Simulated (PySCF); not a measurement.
```xyz
22

Sn    0.0115    0.2313    0.0127
C     0.0166    0.1463    2.1555
C    -0.7675    0.9332    2.8985
H     0.6711   -0.5741    2.6629
H    -1.4471    1.6692    2.4519
H    -0.7763    0.8828    3.9947
C     2.0233    0.1739   -0.6984
C     3.0809    0.2419    0.1154
H     2.1888    0.0947   -1.7803
H     2.9773    0.3276    1.2037
H     4.1102    0.2181   -0.2640
C    -1.1509    1.8983   -0.6420
C    -2.0020    1.7647   -1.6639
H    -1.0556    2.8711   -0.1442
H    -2.1168    0.8078   -2.1873
H    -2.6158    2.5992   -2.0257
N    -0.9172   -1.3355   -0.9207
C    -0.2717   -2.6187   -1.0670
H    -1.8976   -1.4295   -0.6691
H    -0.7382   -3.2096   -1.8766
H     0.7839   -2.4798   -1.3534
H    -0.2709   -3.2579   -0.1596
```

Geometry: PBE0-D3(BJ)/def2-SVP; core potentials replace the inner electrons of Sn.

Level of theory: B3LYP/def2-SVPD, SCF density, gas phase, scalar-relativistic core potentials on the heavy atoms (PySCF).

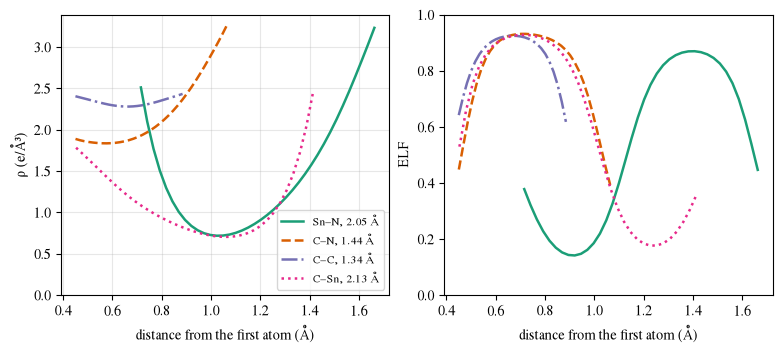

C7H13NSn (SMILES C=[CH][Sn]([CH]=C)([CH]=C)[NH]C). Electron density and electron localisation function along straight lines between neighbouring atoms. The curves leave out the atomic cores.

Compare the contacts.

Answer. Sn–N (2.05 Å): ρ is about 0.72 e/Å³ halfway; the ELF peaks at about 0.85 in the valence shell of N, 0.6 Å from its nucleus, and drops to about 0.15 between the two atoms.
C–N (1.44 Å): the density is about 1.9 e/Å³ at the midpoint; the ELF peaks at about 0.95 between the atoms: a shared electron pair.
C–C (1.34 Å): ρ is about 2.3 e/Å³ halfway; the ELF peaks at about 0.90 between the atoms: a multiple bond.
C–Sn (2.13 Å): ρ is about 0.7 e/Å³ halfway; the ELF peaks at about 0.95 in the valence shell of C, 0.7 Å from its nucleus, and drops to about 0.20 between the two atoms.
